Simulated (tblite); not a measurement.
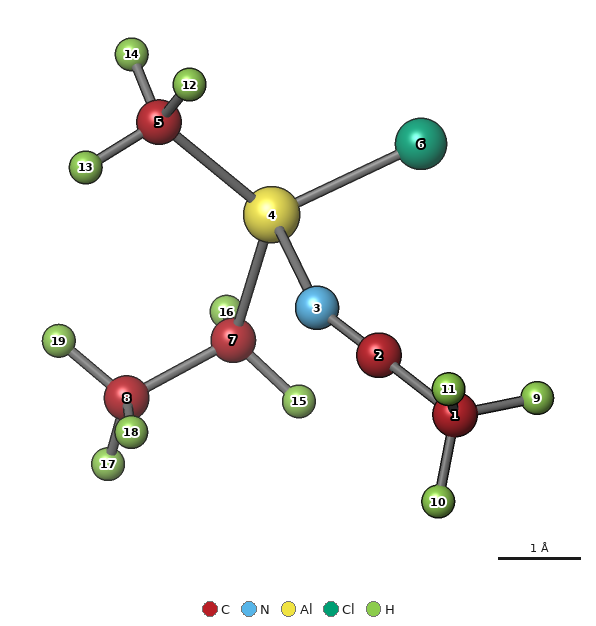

**Figure 1.** The input geometry (ball-and-stick view, seen at a tilt; atoms are numbered from 1 in the order of the input). Sticks mark near contacts. Bond lengths as drawn: Al–C 2.00 to 2.02 Å, Al–Cl 2.06 Å, Al–N 2.05 Å, C–C 1.42 to 1.53 Å, C–H 1.09 to 1.10 Å and C–N 1.15 Å.

# C5H11AlClN: frequency calculation

System: C5H11AlClN.
Method: GFN2-xTB harmonic vibrations, gas phase (tblite 0.8.0).

It belongs to a series of runs on one base structure; here: H on Al replaced by C2H5.

### Input
```
{"job": {"kind": "ir", "xc": "GFN2-xTB", "basis": "xTB"}, "charge": 0, "multiplicity": 1}
C      3.414124    -1.076817    -0.230685
C      2.156197    -0.414354    -0.141345
N      1.145208     0.119253    -0.058255
Al    -0.597450     0.875893    -0.824440
C     -0.799168     2.466480     0.363756
Cl     0.061522     1.213652    -2.749682
C     -1.691770    -0.804315    -0.591477
C     -2.077648    -1.104184     0.862259
H      3.680855    -1.191258    -1.281365
H      3.345092    -2.059276     0.235979
H      4.178636    -0.487096     0.274808
H      0.114032     3.071535     0.399915
H     -1.038291     2.201688     1.396328
H     -1.589998     3.147287     0.032486
H     -1.174425    -1.685816    -1.002092
H     -2.618541    -0.739341    -1.181166
H     -2.685127    -2.008017     0.940522
H     -1.187249    -1.238449     1.475352
H     -2.645801    -0.277614     1.283935
```

The first line tells a small driver script what to run in tblite; the rest is the geometry in Å.

Command:
```bash
OMP_NUM_THREADS=1 python <driver script> task.json out
```

### What the program printed
```
mode    cm-1     km/mol
  1      -6.8      4.49
  2      24.1      0.15
  3      36.0      5.00
  4      47.8      1.36
  5      68.0      0.00
  6      81.9      0.16
  7     100.2      0.60
  8     113.8      1.15
  9     137.4      2.26
 10     150.0      8.36
 11     202.2      4.04
 12     216.3     13.35
 13     265.4     16.48
 14     367.4      1.51
 15     376.1      0.93
 16     438.4     20.60
 17     505.2     11.60
 18     532.2      1.33
 19     588.1    218.39
 20     614.9    273.70
 21     657.0    156.89
 22     914.8      9.52
 23     979.6     18.08
 24     983.9     17.52
 25     987.8     17.06
 26    1010.2     26.34
 27    1046.1     10.81
 28    1228.8      6.32
 29    1246.1      7.58
 30    1332.2      9.12
 31    1355.7     48.12
 32    1394.0     18.20
 33    1395.2     18.98
 34    1410.4      1.03
 35    1473.3      0.59
 36    1477.1      1.55
 37    1479.1      1.77
 38    1511.2      0.74
 39    1514.7      0.78
 40    2373.4    186.66
 41    2841.5     66.65
 42    2873.1     51.78
 43    2915.1     52.90
 44    2934.5     46.37
 45    2959.1     37.70
 46    2968.4     87.19
 47    3001.1     47.04
 48    3014.1      0.61
 49    3015.1      0.06
 50    3017.0      0.98
 51    3022.2     33.77
```

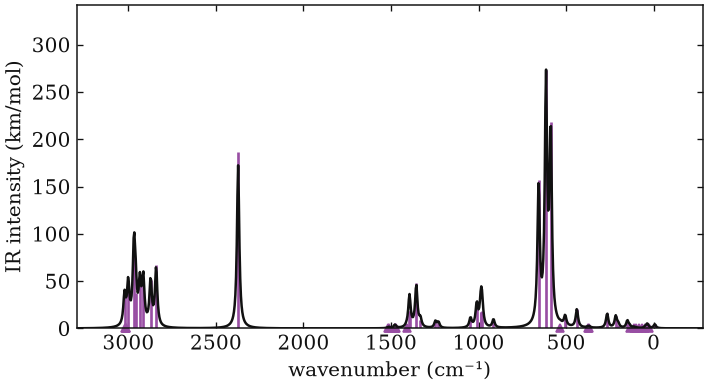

**Figure 2.** Harmonic infrared spectrum, unscaled: sticks (degenerate modes added up, dark ones marked on the axis) with a Lorentzian envelope of 16 cm⁻¹ full width, scaled to the tallest stick. 51 modes from 7i to 3022 cm⁻¹, none imaginary beyond the noise of the force constants (under 8i cm⁻¹). The strongest line is at 615 cm⁻¹ (274 km/mol).

### Summary

| quantity | value |
| --- | --- |
| outcome | converged |
| total energy | −677.0081 eV |
| zero-point energy | 90.3450 kcal/mol |
| hardware | 1 CPU thread, shared host |
| wall time | 1.4 s |
| peak memory | 0.18 GiB |
